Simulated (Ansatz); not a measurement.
# Si12N16O: the cost of one run

Method: DFT PBE, plane waves, PAW, scalar-relativistic, collinear spin, in Ansatz 0.2.0.

### 1 The structure to begin with

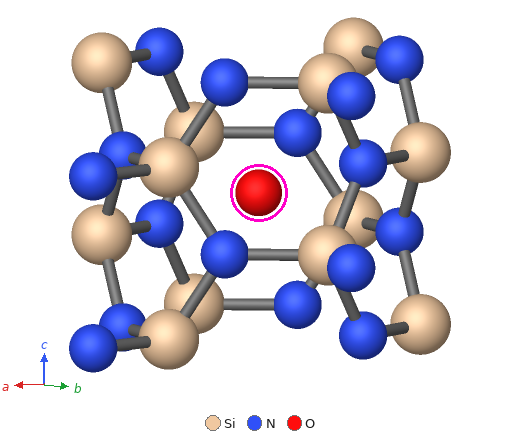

Start, viewed from a free direction; silicon light orange, nitrogen blue, oxygen red. Each atom of the cell is drawn once, at one copy chosen for all pictures, so bonds across the cell's faces may be missing. Ringed: O29.

As a file:

```xyz
29
Lattice="7.6044 0.0000 0.0000 -3.8022 6.5856 0.0000 0.0000 0.0000 5.8126" Properties=species:S:1:pos:R:3 pbc="T T T"
Si    5.1801    1.1496    0.7266
Si    1.5945    5.0609    2.1797
Si    4.0188    3.9113    0.7266
Si   -1.3779    5.4360    2.1797
Si    2.2077    1.5247    0.7266
Si   -0.2166    2.6743    2.1797
N    -1.0237    2.1748    0.7266
N     5.2091    0.2009    2.1797
N     2.4306    4.6116    0.7266
N     4.8259    4.4108    2.1797
N    -1.4069    6.3847    0.7266
N     1.3716    1.9740    2.1797
N     3.8022    2.1952    0.7266
N     0.0000    4.3904    2.1797
Si    5.1801    1.1496    3.6329
Si    1.5945    5.0609    5.0860
Si    4.0188    3.9113    3.6329
Si   -1.3779    5.4360    5.0860
Si    2.2077    1.5247    3.6329
Si   -0.2166    2.6743    5.0860
N    -1.0237    2.1748    3.6329
N     5.2091    0.2009    5.0860
N     2.4306    4.6116    3.6329
N     4.8259    4.4108    5.0860
N    -1.4069    6.3847    3.6329
N     1.3716    1.9740    5.0860
N     3.8022    2.1952    3.6329
N     0.0000    4.3904    5.0860
O     0.0632    0.0514    2.9286
```

### 2 End point A

The input, input.yaml:

```yaml
crystal:
  lattice:
    - [7.6044, 0.0, 0.0]
    - [-3.8022, 6.585604, 0.0]
    - [0.0, 0.0, 5.8126]
  atoms:
    - { symbol: Si, position: [0.768477, 0.174557, 0.125] }
    - { symbol: Si, position: [0.59392, 0.768477, 0.375] }
    - { symbol: Si, position: [0.825443, 0.59392, 0.125] }
    - { symbol: Si, position: [0.231523, 0.825443, 0.375] }
    - { symbol: Si, position: [0.40608, 0.231523, 0.125] }
    - { symbol: Si, position: [0.174557, 0.40608, 0.375] }
    - { symbol: "N", position: [0.0305, 0.33024, 0.125] }
    - { symbol: "N", position: [0.70026, 0.0305, 0.375] }
    - { symbol: "N", position: [0.66976, 0.70026, 0.125] }
    - { symbol: "N", position: [0.9695, 0.66976, 0.375] }
    - { symbol: "N", position: [0.29974, 0.9695, 0.125] }
    - { symbol: "N", position: [0.33024, 0.29974, 0.375] }
    - { symbol: "N", position: [0.6666667, 0.3333333, 0.125] }
    - { symbol: "N", position: [0.3333333, 0.6666667, 0.375] }
    - { symbol: Si, position: [0.768477, 0.174557, 0.625] }
    - { symbol: Si, position: [0.59392, 0.768477, 0.875] }
    - { symbol: Si, position: [0.825443, 0.59392, 0.625] }
    - { symbol: Si, position: [0.231523, 0.825443, 0.875] }
    - { symbol: Si, position: [0.40608, 0.231523, 0.625] }
    - { symbol: Si, position: [0.174557, 0.40608, 0.875] }
    - { symbol: "N", position: [0.0305, 0.33024, 0.625] }
    - { symbol: "N", position: [0.70026, 0.0305, 0.875] }
    - { symbol: "N", position: [0.66976, 0.70026, 0.625] }
    - { symbol: "N", position: [0.9695, 0.66976, 0.875] }
    - { symbol: "N", position: [0.29974, 0.9695, 0.625] }
    - { symbol: "N", position: [0.33024, 0.29974, 0.875] }
    - { symbol: "N", position: [0.6666667, 0.3333333, 0.625] }
    - { symbol: "N", position: [0.3333333, 0.6666667, 0.875] }
    - { symbol: O, position: [0.0122182, 0.0078042, 0.5038286], spin: 1.0 }
magnetization:
  spin_polarized: true
basis:
  ecutwfc: 420.0
kpoints:
  mp_grid: { grid: [2, 2, 3] }
hamiltonian:
  xc: pbe
  pseudopotentials: { kind: paw, azcp: { folder: soft_1 } }
scf:
  occupations: { method: gaussian, width: 0.02 }
  lower_state_search: "off"
relax:
  f_tol: 0.03
  max_steps: 60
  adjacent_minimum: "off"
```

The run is started by

```
ansatz run input.yaml --threads 4 --pin off --max-ram 10240MiB --backend cpu --events-out ev --progress --plain --runs-dir out
```

What time and memory should one allow on 4 threads of Arm Neoverse V1, shared host?

About 76 s, with a peak of 0.97 GiB.
